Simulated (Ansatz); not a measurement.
# What a change does: single-point calculation on AlGeNH4O

System: AlGeNH4O, SMILES [NH2][GeH]1[O][AlH]1.
Method of run A: RKS PBE-D4/def2-TZVPP (Ansatz 0.2.0).

The geometry comes from this level: PBE0-D4/def2-TZVP. Text and figures count atoms from 1; the logs count them from 0 in places.

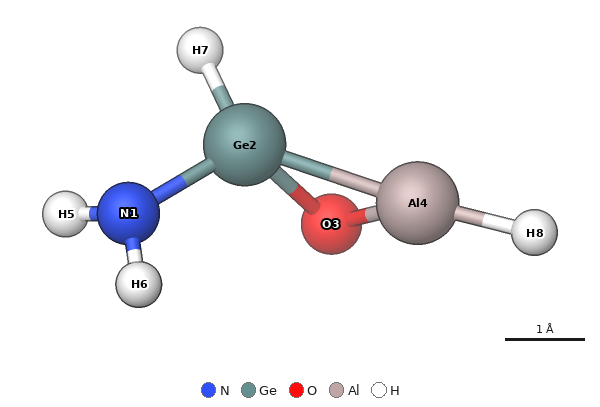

Fig. 1: The structure (ball-and-stick view, seen at a tilt; atoms are numbered from 1 in the order of the input). Sticks mark near contacts. Bond lengths as drawn: Al–Ge 2.33 Å, Al–H 1.58 Å, Al–O 1.70 Å, Ge–H 1.54 Å, Ge–N 1.82 Å, Ge–O 1.90 Å and H–N 1.01 Å.

### The input, run A
```yaml
crystal:
  periodic: [false, false, false]
  atoms:
    - {symbol: N, position_ang: [-1.000748, 1.330370, 0.514385]}
    - {symbol: Ge, position_ang: [0.239122, 0.000125, 0.626907]}
    - {symbol: O, position_ang: [1.177500, -0.346031, -0.983534]}
    - {symbol: Al, position_ang: [0.431458, -1.856935, -0.769096]}
    - {symbol: H, position_ang: [-0.662575, 2.276388, 0.611946]}
    - {symbol: H, position_ang: [-1.682092, 1.271156, -0.226148]}
    - {symbol: H, position_ang: [1.237879, 0.511870, 1.685381]}
    - {symbol: H, position_ang: [0.351655, -3.244141, -1.515641]}
basis:
  gaussian: {orbitals: def2-TZVPP}
hamiltonian: {xc: pbe, dispersion: d4}
output: {forces: true, orbitals: {seedname: orbitals}}
```

Hardware: 4 CPU threads, shared host.

### Output (run A)
```
Functional definition: PBE
  parameter kappa = 0.804
  parameter beta = 0.06672455060314922
  exchange = pbe_x(kappa = kappa, mu = beta*pi^2/3)
  correlation = pbe_c(beta = beta)
1169 factors; their error is unknown
mean field evaluation 1: about -66684.6649 eV, gradient 1.0e2 eV
mean field evaluation 2: about -66467.2734 eV, gradient 2.5e2 eV
mean field evaluation 4: about -66700.0901 eV, gradient 4.6e1 eV
mean field evaluation 8: about -66703.8519 eV, gradient 7.5e-1 eV
mean field evaluation 16: about -66703.8344 eV, gradient 3.4e-3 eV
mean field -66703.83444012 eV, -2451.3207021917 hartree, gradient 4.7e-5 eV, S^2 0.000000; 0 other end points of the search recorded, 0 dependent functions left out
the calculation of the forces begins
reference -66703.83448281 eV, -2451.3207037603 hartree; 32, 32 occupied and 176, 176 virtual orbitals, 1169 factors
Total energy: -66703.99507175 eV, -2451.3266052952 hartree
Atom 0 at    -1.000748     1.330370     0.514385 Å, force    -0.158776     0.018560     0.201816 eV/Å
Atom 1 at     0.239122     0.000125     0.626907 Å, force    -0.125979    -0.216923     0.442344 eV/Å
Atom 2 at     1.177500    -0.346031    -0.983534 Å, force     0.509570     0.355485    -0.529638 eV/Å
Atom 3 at     0.431458    -1.856935    -0.769096 Å, force    -0.228571    -0.439423     0.071321 eV/Å
Atom 4 at    -0.662575     2.276388     0.611946 Å, force     0.107469     0.332777     0.035967 eV/Å
Atom 5 at    -1.682092     1.271156    -0.226148 Å, force    -0.232242    -0.019937    -0.257826 eV/Å
Atom 6 at     1.237879     0.511870     1.685381 Å, force     0.125917     0.091869     0.120799 eV/Å
Atom 7 at     0.351655    -3.244141    -1.515641 Å, force     0.002613    -0.122408    -0.084782 eV/Å
Dipole moment:    -0.215833    -0.141392    -0.034793 e Å
```

For run B the input was changed thus:
```diff
-hamiltonian: {xc: pbe, dispersion: d4}
+hamiltonian: {xc: r2scan, dispersion: d4}
```

Predict how the results change.

The total energies belong to different models, so their difference says nothing on which is more stable or more accurate. The largest force goes from 0.816 to 0.209 eV/Å. The HOMO goes from −5.23 to −5.44 eV. The LUMO goes from −2.14 to −1.90 eV. The dipole moment goes from 1.25 to 1.33 D.

### Output (run B)
```
Functional definition: r2SCAN
  parameter k0 = 0.174
  parameter k1 = 0.065
  parameter a1 = 4.9479
  exchange = r2scan_x(k0 = k0, k1 = k1, a1 = a1)
  correlation = r2scan_c
1169 factors; their error is unknown
mean field evaluation 1: about -66701.3134 eV, gradient 9.5e1 eV
mean field evaluation 2: about -66522.8436 eV, gradient 2.3e2 eV
mean field evaluation 4: about -66714.4260 eV, gradient 4.0e1 eV
mean field evaluation 8: about -66717.3382 eV, gradient 4.7e-1 eV
mean field evaluation 16: about -66717.3240 eV, gradient 2.6e-4 eV
mean field -66717.32397592 eV, -2451.8164334887 hartree, gradient 2.0e-5 eV, S^2 0.000000; 0 other end points of the search recorded, 0 dependent functions left out
the calculation of the forces begins
reference -66717.32398896 eV, -2451.8164339677 hartree; 32, 32 occupied and 176, 176 virtual orbitals, 1169 factors
Total energy: -66717.36085537 eV, -2451.8177887833 hartree
Atom 0 at    -1.000748     1.330370     0.514385 Å, force    -0.018146     0.027443     0.033166 eV/Å
Atom 1 at     0.239122     0.000125     0.626907 Å, force    -0.039821    -0.098354     0.180560 eV/Å
Atom 2 at     1.177500    -0.346031    -0.983534 Å, force     0.127962     0.073316    -0.143707 eV/Å
Atom 3 at     0.431458    -1.856935    -0.769096 Å, force    -0.055339    -0.087730     0.020122 eV/Å
Atom 4 at    -0.662575     2.276388     0.611946 Å, force     0.000648     0.031893    -0.013721 eV/Å
Atom 5 at    -1.682092     1.271156    -0.226148 Å, force    -0.007010     0.012239    -0.026342 eV/Å
Atom 6 at     1.237879     0.511870     1.685381 Å, force    -0.016783     0.023143    -0.047398 eV/Å
Atom 7 at     0.351655    -3.244141    -1.515641 Å, force     0.008489     0.018049    -0.002680 eV/Å
Dipole moment:    -0.216078    -0.168434    -0.041846 e Å
```

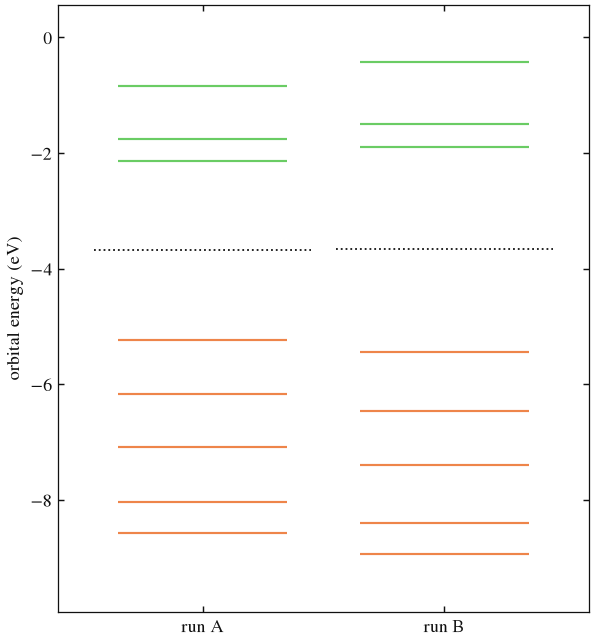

Fig. 2: The five highest filled and three lowest empty orbital energies of the two runs; the dotted lines part filled from empty levels. The HOMO–LUMO gap is 3.09 eV in run A and 3.55 eV in run B.

### The two runs side by side

| quantity | run A | run B |
| --- | --- | --- |
| outcome | converged | converged |
| total energy (hartree) | −2451.326605 | −2451.817789 |
| HOMO (eV) | −5.23 | −5.44 |
| LUMO (eV) | −2.14 | −1.90 |
| dipole moment (D) | 1.25 | 1.33 |
| largest force (eV/Å) | 0.816 | 0.209 |
| basis functions | 208 | 208 |
| wall time (shared host) | 1.4 s | 2.2 s |
